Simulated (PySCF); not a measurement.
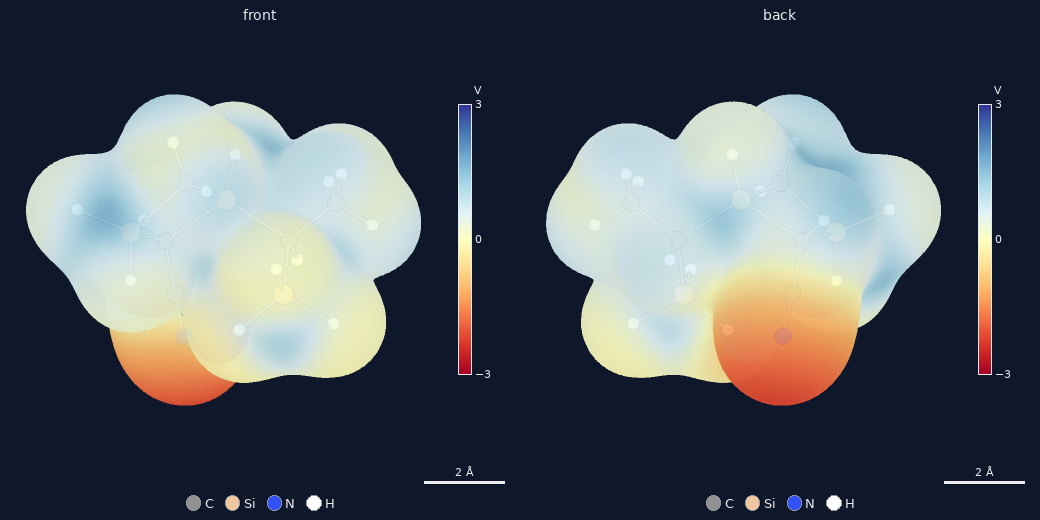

Figure 1: C₅H₁₃NSi₃. The molecular electrostatic potential painted on the density surface at 0.002 e/bohr³, seen from the front and from behind; red is negative and blue positive.

Geometry: GFN2-xTB.

Computed with PySCF 2.14.0, PBE0/pcSseg-1, SCF density, gas phase, non-relativistic.

```csv
atom,x (Å),y (Å),z (Å)
C,-2.3303,0.2216,1.4036
C,-1.2883,-0.4813,0.5319
Si,-1.6682,-0.2129,-1.3228
Si,0.4610,0.0298,1.0600
C,1.1526,1.6273,0.2510
Si,2.3862,0.6536,-0.8440
C,1.8945,-0.9240,0.1606
C,1.5249,-2.0588,-0.5874
N,1.1928,-2.9661,-1.2088
H,-3.3378,-0.0994,1.1443
H,-2.1702,0.0073,2.4593
H,-2.2784,1.3001,1.2702
H,-1.3704,-1.5578,0.7130
H,-1.6692,1.2302,-1.5998
H,-0.6821,-0.8825,-2.1619
H,-3.0174,-0.7225,-1.5890
H,0.6259,-0.0369,2.5235
H,1.6388,2.2940,0.9583
H,0.4304,2.2281,-0.2938
H,2.0199,0.5844,-2.2554
H,3.7995,1.0012,-0.6794
H,2.6754,-1.2157,0.8632
```

Where is the surface potential most negative and most positive?

Answer. The most negative region (about −2.1 V) lies over N9, the most positive (about +1.6 V) over Si4 and Si6. N9 is the likeliest acceptor of a hydrogen bond.

What dipole moment does the calculation give?

Answer. Its dipole moment is 4.52 D.
